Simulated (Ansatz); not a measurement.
Take LiTaS2 (space group P6_3/mmc, No. 194; a = 3.3484 Å, c = 12.9156 Å; a cell from a computed database, its experimental status unchecked) as the base.

It is then changed as follows: cell and atoms relaxed at a pressure of 15 GPa.

Computed with r2SCAN in Ansatz (plane waves to 500 eV, PAW, no spin-orbit coupling), earlier PAW set.

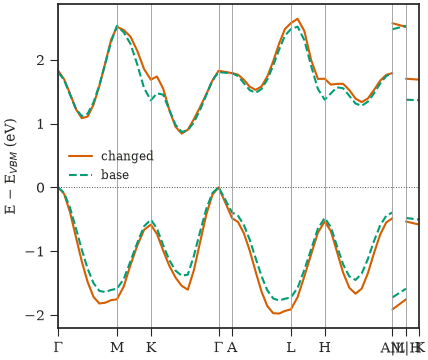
Figure. Highest valence and lowest conduction band along the path, each from its own valence-band maximum

The gap is 0.84 eV, indirect, Γ → K–Γ (45 % along); the base has 0.87 eV.

Spin-orbit coupling, missing from the scalar runs, can matter with Ta. Load acts through the strain it causes; cell and atoms are relaxed under it. No phonon test of stability was made. Competing high-pressure phases were not computed.

Ansatz is a program for electronic structure.
